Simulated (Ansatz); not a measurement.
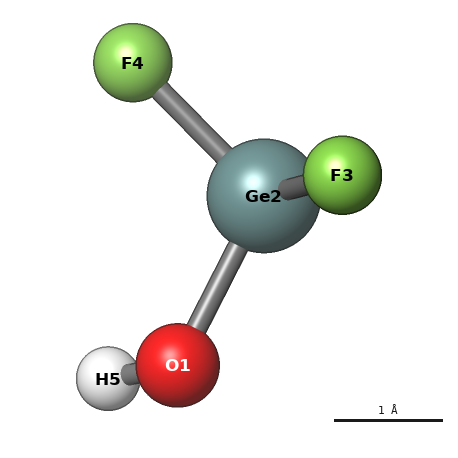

The view is orthographic, and the bar gives the scale. State: neutral, doublet. The geometry was computed by an optimisation with PBE0-D4/def2-TZVP.

Write Cartesian coordinates in Å in the frame of the picture: x to the right, y up, z towards the viewer, origin at the mean of the atomic positions.

```xyz
5
F2GeHO
O   -0.25  -1.20  -0.10
Ge   0.55   0.37  -0.17
F    1.27   0.56   1.38
F   -0.67   1.60  -0.29
H   -0.90  -1.33  -0.81
```
